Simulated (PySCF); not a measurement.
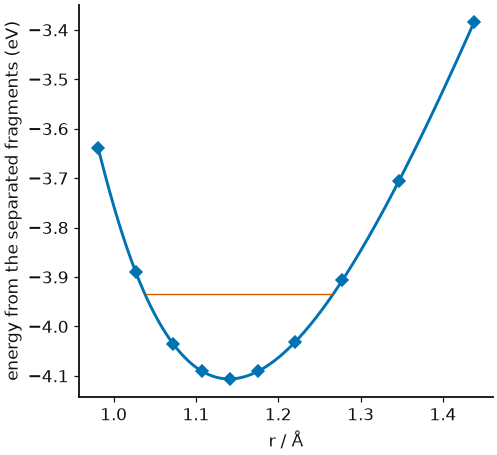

Bond curve of CH⁺, singlet. PBE0/def2-TZVP in PySCF, UKS. One reference determinant with the occupation held, the lowest that a PBE0 search over spins and occupations found; no spin-orbit coupling. Zero is the separated fragments in their ground configurations, without counterpoise. The fragments are H + C⁺. With PBE0 the solution stays closed-shell at all points drawn; such a solution can't reach the open-shell fragments at long range. 2 further points of the run are not drawn. Horizontal lines: vibrational levels from ωe and ωexe, starting at v = 0.

What constants does a Dunham fit to the curve give (main isotopes)?

re = 1.140 Å, ωe = 2808 cm⁻¹, ωexe = 52.9 cm⁻¹, De = 4.11 eV, Be = 13.9 cm⁻¹.

How much does zero-point motion take off the well depth?

0.172 eV (1391 cm⁻¹): De = 4.11 eV, D0 = 3.93 eV.
